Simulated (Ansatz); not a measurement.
## Fields on a plane of Bi2Se3 (space group R-3m)

```xyz
5
Lattice="2.0525 1.1850 9.3008 -2.0525 1.1850 9.3008 0.0000 -2.3700 9.3008" Properties=species:S:1:pos:R:3 pbc="T T T"
Bi     0.0000     0.0000    11.1976
Bi     0.0000     0.0000    16.7048
Se     0.0000     0.0000     0.0000
Se     0.0000     0.0000     5.8412
Se     0.0000     0.0000    22.0612
```

The slice is a (0001) plane (indices of the conventional cell) through the point (0.401, 0.401, 0.401) (fractional), spanned by u = [1 0 -1] and v = [-1 2 -1] in vectors of this cell: u (4.11 Å) and v (7.11 Å, at 90° to u). It covers one period; positions are fractions (u, v).

Atoms on it: Bi at (0.00, 0.00); Bi at (0.50, 0.50).

These are LDA (plane waves to 420 eV, PAW, scalar-relativistic; Ansatz, a quantum-chemistry and plane-wave program) values and carry that method's errors. k mesh 9×9×9. Near the nuclei the fields are pseudised (PAW); where an atom keeps semicore shells as valence, they peak there. At this level the bands of Bi2Se3 touch or barely overlap; measurements give the solid a gap. Bi2Se3 was relaxed with its symmetry unable to fall. Spin-orbit coupling is left out, though Bi is heavy.

| v \ u | 0.00 | 0.11 | 0.22 | 0.33 | 0.44 | 0.56 | 0.67 | 0.78 | 0.89 |
|---|---|---|---|---|---|---|---|---|---|
| 0.88 | x | x | -0.5 | 5.0 | 6.8 | 6.8 | 5.0 | -0.5 | x |
| 0.75 | 5.9 | 6.2 | 6.6 | 6.4 | 6.0 | 6.0 | 6.4 | 6.6 | 6.2 |
| 0.62 | 6.6 | 6.1 | 3.1 | <-1.0 | x | x | <-1.0 | 3.1 | 6.1 |
| 0.50 | 6.6 | 4.8 | <-1.0 | x | x | x | x | <-1.0 | 4.8 |
| 0.38 | 7.0 | 6.2 | 2.9 | <-1.0 | x | x | <-1.0 | 2.9 | 6.2 |
| 0.25 | 6.0 | 6.2 | 6.6 | 6.4 | 6.0 | 6.0 | 6.4 | 6.6 | 6.2 |
| 0.12 | x | x | -0.3 | 5.0 | 6.5 | 6.5 | 5.0 | -0.3 | x |
| 0.00 | x | x | x | 1.7 | 6.2 | 6.2 | 1.7 | x | x |

Values: electrostatic potential energy of an electron, from the cell's mean, in eV. Points within 1 Å of a nucleus are blanked (x), as the pseudised field means little there. Values under -1 eV are set to -1. The zero, the cell's mean, hangs on the PAW cores.

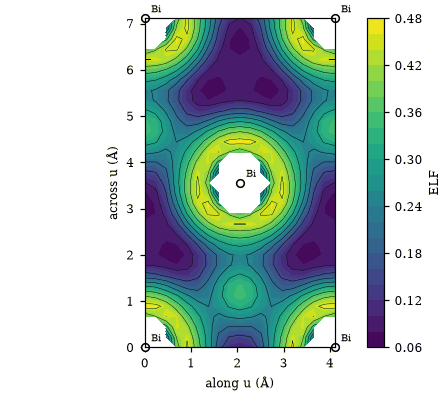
Fig. 1. Electron localisation function (ELF), one period of the plane, atoms marked. Points within 0.5 Å of a nucleus are left white, as the pseudised field means little there.
